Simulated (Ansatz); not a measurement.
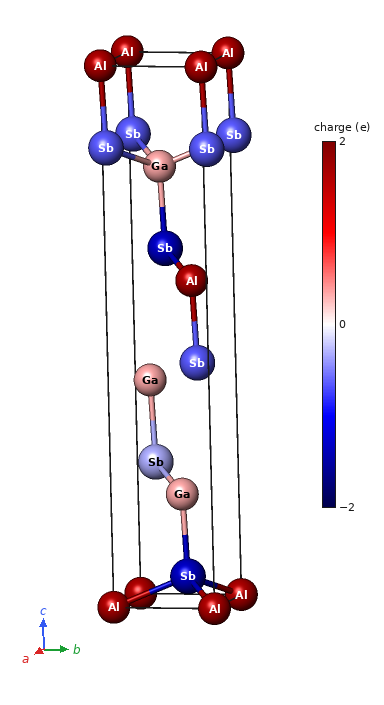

Ball-and-stick drawing of the structure, looking slightly off an axis. The parallelepiped is the cell (the run's own, in a reduced setting). The atoms of this Al2Ga3Sb5 cell are coloured by their Bader charge.

Setup: Ansatz, DFT PBE, scalar-relativistic, plane waves, PAW; plane waves up to 420 eV, k-points about 0.14 Å⁻¹ apart, Gaussian smearing of 0.01 eV, no spin polarisation.

### Interpret the colouring.

Most positive: Al; most negative: Sb. Charges: about Al +1.6 e; Ga +0.3 e; Sb -1.3 to -0.3 e. The transfer is large, as in an ionic solid.

Its origin is a structure type filled with these elements by a generator (whether the compound takes this form wasn't checked). Earlier steps of the study, as a rule a relaxation of our own, may have changed the cell and positions, so they can lie some per cent off the listed ones. An electronic-structure calculation with Ansatz was run on it.
